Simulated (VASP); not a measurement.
Band structure of InP (zinc blende). Level of theory: optB86b-vdW, VASP's PBE PAW potentials (set 64) (plane waves; VASP).

Unless said otherwise, spin-orbit coupling is left out, though it shifts the bands of the heavy elements here.

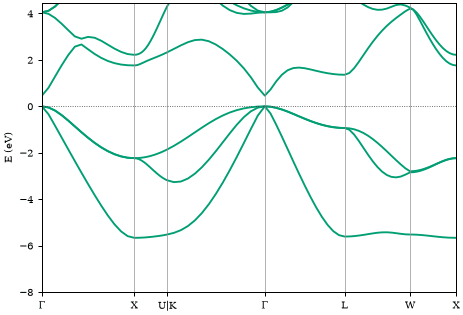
Figure. Bands along high-symmetry lines, zero at the valence-band maximum or, without a gap, the Fermi level

### Question
Read the plot: is there a gap, and where are the band edges?

### Answer
The gap is direct, 0.46 eV, from the valence maximum at Γ to the conduction minimum at Γ. (Edges off the drawn lines would not show.)

Measured: gap 1.47 eV (computed value off by -1.01 eV), as given by Wei Chen et al., Physical Review Materials (2018), doi:10.1103/physrevmaterials.2.073803 [zero-point renormalisation of 0.05 eV added back (the table's ZPR column)].

The compound is InP in the zinc blende structure. It was relaxed first.
